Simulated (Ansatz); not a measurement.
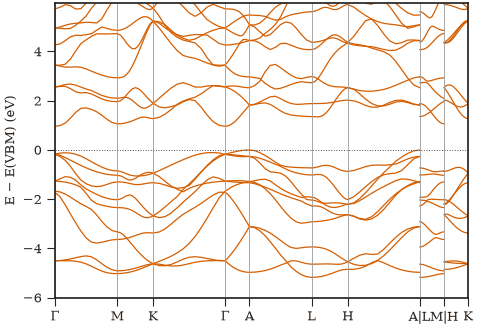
Figure. Band structure from the program Ansatz at the r²SCAN level (PAW)

Problem. Read off the gap and where the band edges lie.

Solution. About 1.0 eV (0.96 eV by a search for the band edges); maximum at A, minimum at Γ.

The material is HgTe in space group P3_221 (No. 154; Hg on 3a, Te on 3b).

The first step of the workflow began from a Materials Project structure, measured or hypothetical; the Crystallography Open Database copy checked does not list it. It is not the phase usual at ambient conditions (space group No. 216). Symmetry was held in the r²SCAN relaxation; whether a distortion lowers the energy is not shown. Scalar-relativistic: spin–orbit coupling is off unless named, which matters more the heavier the elements.

Potentials: the later of the program's two PAW sets.
